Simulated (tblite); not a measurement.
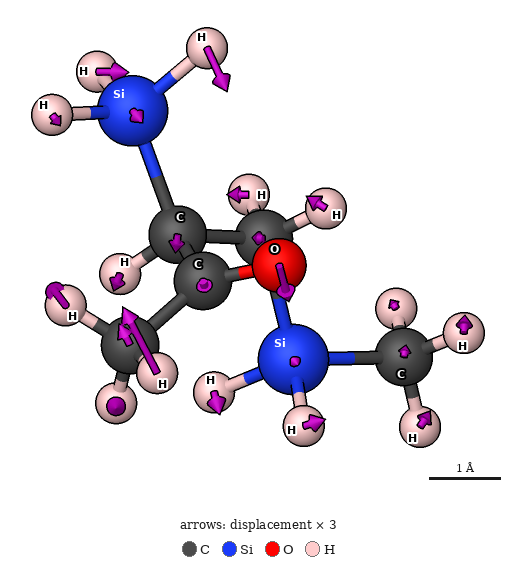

This is a relaxation of C5H14OSi2. The starting structure is drawn; purple arrows show the displacements, 3 times their true length. The two geometries are superimposed by the best rigid fit.

Style: ball-and-stick. Shown from a free direction.

Computed with tblite, GFN2-xTB geometry optimisation, gas phase. 

Which element moves most?

Answer. Hydrogen: up to 0.37 Å, against 0.25 Å for oxygen.

What did the optimiser do to the structure, and how much energy did it gain?

Answer. After 82 geometry steps the energy has fallen by 17.3 kJ/mol. An H atom moves most after the best rigid fit: 0.37 Å. Largest moves by element: H 0.37 Å, O 0.25 Å, C 0.12 Å, Si 0.10 Å. Some distances before and after: C–C 1.540 → 1.491 Å, C–C 1.562 → 1.528 Å, C–Si 1.864 → 1.895 Å, H–Si 1.492 → 1.464 Å. Bond angles that change, for instance: Si–C–H 106.3° → 110.2°, C–C–Si 113.6° → 109.9°, Si–C–C 115.2° → 111.8°.
